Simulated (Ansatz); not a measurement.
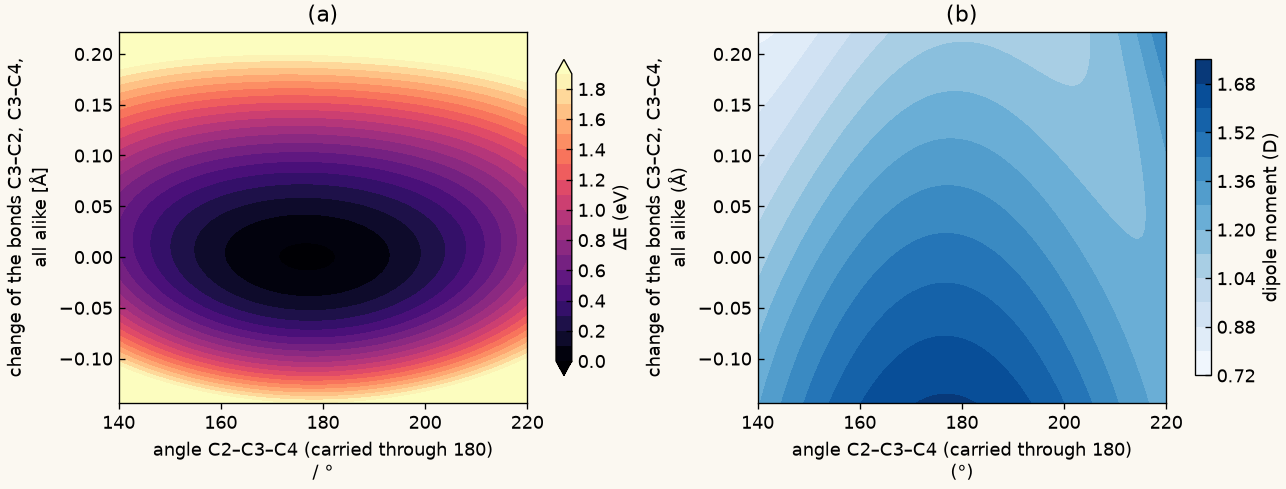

C₃H₄AlCl, SMILES [AlH2][CH]=C=CCl. First axis: angle C2–C3–C4 (carried through 180). Second axis: change of the bonds C3–C2, C3–C4, all alike. Nothing is relaxed (all other coordinates rigid). The scan uses a 15 × 15 grid. Points are written as (first, second). Energies are in eV, from the lowest grid point. Level of theory: RKS CAM-B3LYP-D4/def2-SVP in Ansatz.

Panel (a) is the energy; panel (b) is the computed dipole moment, in D.

The picture shows filled contours, one colour for all values above the top of the scale. Between grid points the surface is interpolated.

Q: How does the dipole moment vary over the map, and what is it at the lowest grid point?

A: Leaving out the highest fifth of the energies, it runs from 0.84 D at (140.0°, 0.170 Å) to 1.65 D at (174.3°, −0.118 Å). At the lowest grid point, (174.3°, 0.013 Å), it is 1.45 D.
